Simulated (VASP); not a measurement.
Band structure of SiO2 (rutile). Calculation: revPBE GGA, VASP's PBE PAW potentials (set 64) (plane waves; VASP 6.6.1).

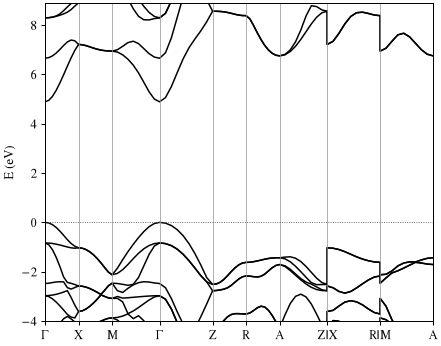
Bands along high-symmetry lines, zero at the valence-band maximum or, without a gap, the Fermi level

Task: Read the plot: is there a gap, and where are the band edges?

Result: The gap is direct, 4.89 eV, from the valence maximum at Γ to the conduction minimum at Γ. (Edges off the drawn lines would not show.)

The compound is SiO2 in the rutile structure, stishovite, a high-pressure form. It was relaxed first.
